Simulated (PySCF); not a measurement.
**NaHg (charge +1): density, localisation and related maps**

| atom | x (Å) | y (Å) | z (Å) |
| --- | --- | --- | --- |
| Na | 0.0000 | 0.0000 | -2.7805 |
| Hg | 0.0000 | 0.0000 | 0.3165 |

Core potentials replace the inner electrons of Hg.

All numbers below come from PySCF, PBE0/def2-SVP, non-relativistic Hamiltonian with scalar-relativistic core potentials where named, at a bond length of 3.097 Å.

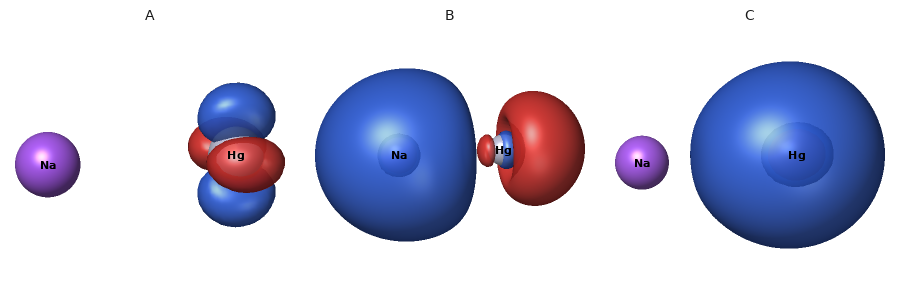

Figure 1. Three frontier orbitals, each drawn at the value that holds 80 % of its norm (blue and red are the two phases), in no order; of a degenerate pair one member is drawn.

**Label each orbital by symmetry, say whether it is occupied, and order them by energy.**

Orbital A: δ, occupied, −16.44 eV; almost wholly on Hg.
Orbital C: σ, occupied, −12.34 eV; mainly on Hg (90 %).
Orbital B: σ, empty, −6.27 eV; mainly on Na (70 %).

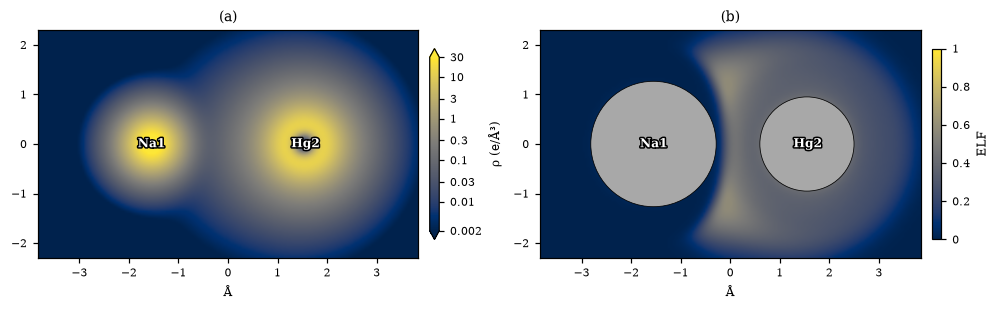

Figure 2. (a) electron density; (b) electron localisation function on a plane that holds the molecular axis. Grey discs cover the atomic cores in the ELF map.

**What does the map show?**

- The section cuts through Na and Hg sites.
- Na–Hg (3.10 Å): the density is about 0.12 e/Å³ at the midpoint; the ELF is about 0.40 at the midpoint.
